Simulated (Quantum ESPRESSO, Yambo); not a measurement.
# PbS (Galena): G0W0 in Yambo against the bands, part 2 of 2

Wanted: the cheapest bands that holds the gap of PbS (Galena).

Yambo 5.3.0; PBE and many-body steps on it, plane waves. Known limits of the many-body steps: not at the basis limit; model gap, bands may invert with spin-orbit coupling; no spin-orbit coupling; coarse k mesh.

So far. Step 4 (132 bands): Against the run before, the gap moves by +0.080 eV.

The database entry behind the starting cell differs from later determinations by our own check (about 0.1 % short), so it need not match the best structure at ambient conditions.

## (5) 231 bands

Level of this step: G0W0 on PBE, plane waves, norm-conserving pseudopotentials (Yambo).

Contents of gw4.in:

```
HF_and_locXC
gw0
dyson
ppa
em1d
rim_cut
RandQpts= 1000000
RandGvec= 1 RL
EXXRLvcs= 76 Ry
VXCRLvcs= 304 Ry
Chimod= "HARTREE"
% BndsRnXp
 1 | 231 |
%
NGsBlkXp= 15.5 Ry
% LongDrXp
 1 | 1 | 1 |
%
% GbndRnge
 1 | 231 |
%
DysSolver= "n"
ExtendOut
PPAPntXp= 27.21138 eV
% QPkrange
 3 | 3 | 13 | 16 |
 1 | 1 | 13 | 16 |
%
```

Command:

```console
$ OMP_NUM_THREADS=1 mpirun -n 4 yambo -F gw4.in -J gw4 -C gw4 > gw4.log
```

What it wrote:

```text
 Yambo, version 5.3.0

 [02] CORE Variables Setup
 =========================

  [... cell, symmetries and grids as in the set-up ...]

  [02.05] Energies & Occupations
  ==============================

  [X] === General ===
  [X] Electronic Temperature                        :  0.000000  0.000000 [eV K]
  [X] Bosonic    Temperature                        :  0.000000  0.000000 [eV K]
  [X] Finite Temperature mode                       : no
  [X] El. density                                   :  0.53669E+24 [cm-3]
[...]
QP @ state[ 1 ] b range                          :  13  16
   QP @ state[ 2 ] K range                          :  3  3
   QP @ state[ 2 ] b range                          :  13  16
   GF energies kind                                 : Perdew, Burke & Ernzerhof(X)+Perdew, Burke & Ernzerhof(C)
   GF WF`s kind                                     : Perdew, Burke & Ernzerhof(X)+Perdew, Burke & Ernzerhof(C)
   Xs energies kind                                 : Perdew, Burke & Ernzerhof(X)+Perdew, Burke & Ernzerhof(C)
   Xs WF`s kind                                     : Perdew, Burke & Ernzerhof(X)+Perdew, Burke & Ernzerhof(C)

 [11] Game Over & Game summary
```

Elapsed: 5.3 min, on 4 MPI ranks of Arm Neoverse V1, shared host; peak memory 1.9 GiB.

This step gave:

```
G0W0 gap on the points computed              : 0.6680 eV
starting gap on the mesh                     : 0.3682 eV
k of the valence top                         : 0, 0, -0.5
k of the conduction bottom                   : 0, 0, -0.5
least direct G0W0 gap on the computed points : 0.6680 eV
```

Against the run before, the gap moves by +0.063 eV.

## (6) 349 bands

gw5.in, as its differences from gw4.in of step 5:

```diff
@@ -12,3 +12,3 @@
 % BndsRnXp
- 1 | 231 |
+ 1 | 349 |
 %
@@ -19,3 +19,3 @@
 % GbndRnge
- 1 | 231 |
+ 1 | 349 |
 %
```

Command:

```console
$ OMP_NUM_THREADS=1 mpirun -n 4 yambo -F gw5.in -J gw5 -C gw5 > gw5.log
```

What it wrote:

```text
 Yambo, version 5.3.0

 [02] CORE Variables Setup
 =========================

  [... cell, symmetries and grids as in the set-up ...]

  [02.05] Energies & Occupations
  ==============================

  [X] === General ===
  [X] Electronic Temperature                        :  0.000000  0.000000 [eV K]
  [X] Bosonic    Temperature                        :  0.000000  0.000000 [eV K]
  [X] Finite Temperature mode                       : no
  [X] El. density                                   :  0.53669E+24 [cm-3]
[...]
QP @ state[ 1 ] b range                          :  13  16
   QP @ state[ 2 ] K range                          :  3  3
   QP @ state[ 2 ] b range                          :  13  16
   GF energies kind                                 : Perdew, Burke & Ernzerhof(X)+Perdew, Burke & Ernzerhof(C)
   GF WF`s kind                                     : Perdew, Burke & Ernzerhof(X)+Perdew, Burke & Ernzerhof(C)
   Xs energies kind                                 : Perdew, Burke & Ernzerhof(X)+Perdew, Burke & Ernzerhof(C)
   Xs WF`s kind                                     : Perdew, Burke & Ernzerhof(X)+Perdew, Burke & Ernzerhof(C)

 [11] Game Over & Game summary
```

The job ended after 8.1 min (4 MPI ranks; peak memory 2.3 GiB; 32 min of CPU time).

Numbers from this step:

- G0W0 gap on the points computed: 0.6988 eV
- starting gap on the mesh: 0.3682 eV
- k of the valence top: 0, 0, -0.5
- k of the conduction bottom: 0, 0, -0.5
- least direct G0W0 gap on the computed points: 0.6988 eV

Against the run before, the gap moves by +0.031 eV.

## (7) 482 bands

gw6.in, as its differences from gw5.in of step 6:

```diff
@@ -12,3 +12,3 @@
 % BndsRnXp
- 1 | 349 |
+ 1 | 482 |
 %
@@ -19,3 +19,3 @@
 % GbndRnge
- 1 | 349 |
+ 1 | 482 |
 %
```

Command:

```console
$ OMP_NUM_THREADS=1 mpirun -n 4 yambo -F gw6.in -J gw6 -C gw6 > gw6.log
```

What it wrote:

```text
 Yambo, version 5.3.0

 [02] CORE Variables Setup
 =========================

  [... cell, symmetries and grids as in the set-up ...]

  [02.05] Energies & Occupations
  ==============================

  [X] === General ===
  [X] Electronic Temperature                        :  0.000000  0.000000 [eV K]
  [X] Bosonic    Temperature                        :  0.000000  0.000000 [eV K]
  [X] Finite Temperature mode                       : no
  [X] El. density                                   :  0.53669E+24 [cm-3]
[...]
QP @ state[ 1 ] b range                          :  13  16
   QP @ state[ 2 ] K range                          :  3  3
   QP @ state[ 2 ] b range                          :  13  16
   GF energies kind                                 : Perdew, Burke & Ernzerhof(X)+Perdew, Burke & Ernzerhof(C)
   GF WF`s kind                                     : Perdew, Burke & Ernzerhof(X)+Perdew, Burke & Ernzerhof(C)
   Xs energies kind                                 : Perdew, Burke & Ernzerhof(X)+Perdew, Burke & Ernzerhof(C)
   Xs WF`s kind                                     : Perdew, Burke & Ernzerhof(X)+Perdew, Burke & Ernzerhof(C)

 [11] Game Over & Game summary
```

It took 11 min on 4 MPI ranks; peak memory 2.8 GiB; 44 min of CPU time.

Numbers from this step:

* G0W0 gap on the points computed: 0.7117 eV
* starting gap on the mesh: 0.3682 eV
* k of the valence top: 0, 0, -0.5
* k of the conduction bottom: 0, 0, -0.5
* least direct G0W0 gap on the computed points: 0.7117 eV

Against the run before, the gap moves by +0.013 eV.

## (8) The runs together

Times are wall times on 4 MPI ranks of Arm Neoverse V1, shared host, good to a factor of about two.

```
      run   mesh  bands  screening cutoff (eV)  DFT gap (eV)  gap on the mesh (eV)  direct (eV)     time
 41 bands  4×4×4     41                  210.9         0.368                 0.399        0.399     56 s
 72 bands  4×4×4     72                  210.9         0.368                 0.525        0.525    100 s
132 bands  4×4×4    132                  210.9         0.368                 0.605        0.605    3 min
231 bands  4×4×4    231                  210.9         0.368                 0.668        0.668  5.3 min
349 bands  4×4×4    349                  210.9         0.368                 0.699        0.699  8.1 min
482 bands  4×4×4    482                  210.9         0.368                 0.712        0.712   11 min
```

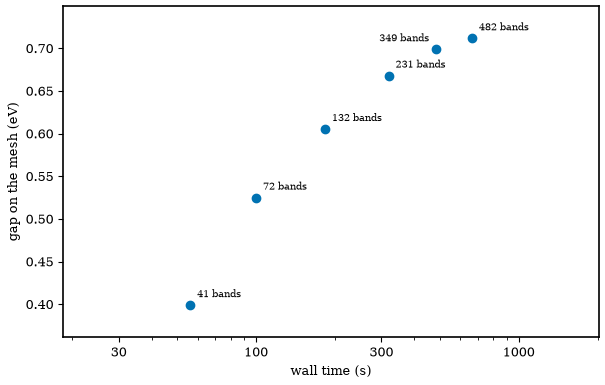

Result against wall time.

## (9) Results

```
41 bands     : 0.399 eV
72 bands     : 0.525 eV
132 bands    : 0.605 eV
231 bands    : 0.668 eV
349 bands    : 0.699 eV
482 bands    : 0.712 eV
known limits : not at the basis limit; model gap, bands may invert with spin-orbit coupling; no spin-orbit coupling; coarse k mesh
```

The setting moved: bands. From 41 bands to 482 bands the gap moves by +0.31 eV, for 12 times the time. The last step still moves it by +0.013 eV. Bands and screening cutoff are coupled, so a series along one setting does not show full convergence. Bands and cutoff are finite, so the gap is not at the basis limit. The miss can reach some tenths of an eV and take either sign; the mesh is an error of its own. In the G0W0 runs levels were corrected at 2 k points alone, so a gap called «on the mesh» is the least over those, and an edge elsewhere would be missed. The 4×4×4 mesh is coarse for this cell, which bears on the long-range parts of exchange and screening. Where an edge is built on 6p states of lead, bismuth or thallium, scalar-relativistic gaps usually stand too wide, by a few tenths to over one eV. With atoms this heavy and so narrow a gap, spin-orbit coupling can invert the bands. These scalar-relativistic gaps are then model values, not to be set against experiment, and a spin-orbit change taken from DFT can't simply be added.

[Paths, hosts, dates, memory and timing lines, banners, echoed tables and standing remarks are left out of the program output.]

[Logs are printed without paths, hosts, clocks, repeated set-up lines and the standing remarks that a program may print on its own settings, such as how far it seeks lower states.]

[Runs of the session that timed out or met a known fault of the program may be left out.]

[Hosts, paths, dates, database ids (printed as entryN), source tags and the programs' standing remarks are cut or masked in the printed files.]
